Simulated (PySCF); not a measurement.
# HfH₃⁺: a ladder of methods

Aim: at the PBE0 minimum of singlet HfH₃⁺, found before, compare methods on energies and levels.

Computed with PySCF 2.14.0. Level: several methods, basis Hf def2-TZVP with ECP60, H def2-TZVP, scalar-relativistic core potentials, no spin–orbit coupling, density fitting.

## (1) Where the work starts

4 atoms, charge 1, spin multiplicity 1.

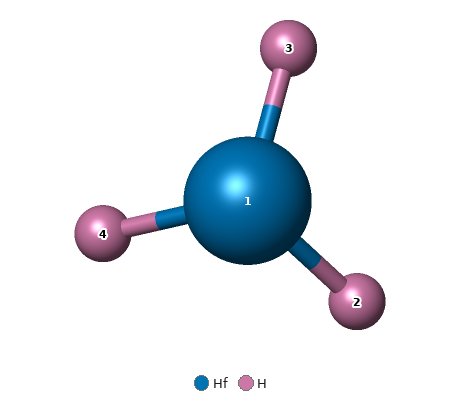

As it starts; hafnium blue, hydrogen pink; atoms are numbered from 1 in the order of the file.

```xyz
4
charge 1 multiplicity 1
Hf    0.0000    0.0000    0.0132
H     1.5983    0.0000   -0.7861
H    -0.7992    1.3842   -0.7861
H    -0.7991   -1.3842   -0.7861
```

## (2) PBE0

One driver script runs all steps and calls PySCF; scf.py shows the equivalent input of each level. Each SCF starts from the density of the minimum. The driver also runs the species with one electron less or more at the same geometry (one less: multiplicity 2, one more: multiplicity 2); their logs are not shown.

scf.py reads:

```python
from pyscf import gto, scf, dft
mol = gto.M(atom='''
Hf    -0.000000     0.000000     0.013207
H      1.598303     0.000008    -0.786057
H     -0.799158     1.384167    -0.786057
H     -0.799145    -1.384175    -0.786057''',
    basis={'Hf': 'def2-TZVP', 'H': 'def2-TZVP'},
    ecp={'Hf': 'def2-TZVP'},
    charge=1, spin=0)
mf = dft.RKS(mol, xc='PBE0')
mf.grids.atom_grid = (75, 302)
aux = {'Hf': 'def2-universal-JKFIT', 'H': 'def2-universal-JKFIT'}
mf = mf.density_fit(auxbasis=aux)
mf.conv_tol = 1e-08
mf.diis_space = 10
mf.max_cycle = 60
mf.verbose = 4
mf.kernel()
```

Started as:

```sh
$ OMP_NUM_THREADS=2 python axn.py task.json out
```

## (3) HF

Edit scf.py of step 2 so:

```diff
@@ -10,2 +10 @@
-mf = dft.RKS(mol, xc='PBE0')
-mf.grids.atom_grid = (75, 302)
+mf = scf.RHF(mol)
```

## (4) PBE

Edit scf.py of step 3 so:

```diff
@@ -10 +10,2 @@
-mf = scf.RHF(mol)
+mf = dft.RKS(mol, xc='PBE')
+mf.grids.atom_grid = (75, 302)
```

## (5) CCSD(T)

Edit scf.py of step 4 so:

```diff
@@ -10,2 +10 @@
-mf = dft.RKS(mol, xc='PBE')
-mf.grids.atom_grid = (75, 302)
+mf = scf.RHF(mol)
@@ -18,0 +18,3 @@
+from pyscf import cc
+mycc = cc.CCSD(mf, frozen=0).run()
+mycc.ccsd_t()
```

## (6) r2SCAN

Edit scf.py of step 5 so:

```diff
@@ -10 +10,2 @@
-mf = scf.RHF(mol)
+mf = dft.RKS(mol, xc='R2SCAN')
+mf.grids.atom_grid = (90, 434)
@@ -18,3 +18,0 @@
-from pyscf import cc
-mycc = cc.CCSD(mf, frozen=0).run()
-mycc.ccsd_t()
```

## (7) B3LYP

Edit scf.py of step 6 so:

```diff
@@ -10,2 +10,2 @@
-mf = dft.RKS(mol, xc='R2SCAN')
-mf.grids.atom_grid = (90, 434)
+mf = dft.RKS(mol, xc='B3LYP')
+mf.grids.atom_grid = (75, 302)
```

## (8) TPSSh

Edit scf.py of step 7 so:

```diff
@@ -10,2 +10,2 @@
-mf = dft.RKS(mol, xc='B3LYP')
-mf.grids.atom_grid = (75, 302)
+mf = dft.RKS(mol, xc='TPSSH')
+mf.grids.atom_grid = (90, 434)
```

## (9) M06-L

Edit scf.py of step 8 so:

```diff
@@ -10 +10 @@
-mf = dft.RKS(mol, xc='TPSSH')
+mf = dft.RKS(mol, xc='M06L')
```

## (10) M06-2X

Edit scf.py of step 9 so:

```diff
@@ -10 +10 @@
-mf = dft.RKS(mol, xc='M06L')
+mf = dft.RKS(mol, xc='M062X')
```

(Steps that only read results are left out.)

Q: Predict the outcome of this session. Wanted: vertical ionisation energy, CCSD(T); vertical electron affinity, CCSD(T); orbital gap, range; T1, D1; T1, D1 of the species with one electron less; T1, D1 of the species with one electron more.

**Answer**, as computed:

```
                                    quantity                        value
         vertical ionisation energy, CCSD(T)                     17.20 eV
         vertical electron affinity, CCSD(T)                      6.73 eV
                          orbital gap, range  3.42 (PBE) to 11.89 (HF) eV
                                      T1, D1                 0.018, 0.043
T1, D1 of the species with one electron less                 0.064, 0.319
T1, D1 of the species with one electron more                 0.017, 0.053
```

In words: For the vertical ionisation energy, r2SCAN comes nearest to CCSD(T) (+0.00 eV) and HF is farthest (-0.86 eV). r2SCAN costs 9.6 s against 34 s for CCSD(T), a factor of about 4, and lands within 0.00 eV. For the vertical electron affinity, M06-L comes nearest to CCSD(T) (-0.05 eV) and r2SCAN is farthest (+0.25 eV). The PBE orbital energy is a poor guide to ionisation (13.4 eV, 3.8 eV too small); the difference of PBE energies gives 17.2 eV. T1 of the species with one electron less is large, so the CCSD(T) value that rests on it is in doubt and small misses rank nothing. Spin–orbit coupling, left out here, can matter for elements this heavy.
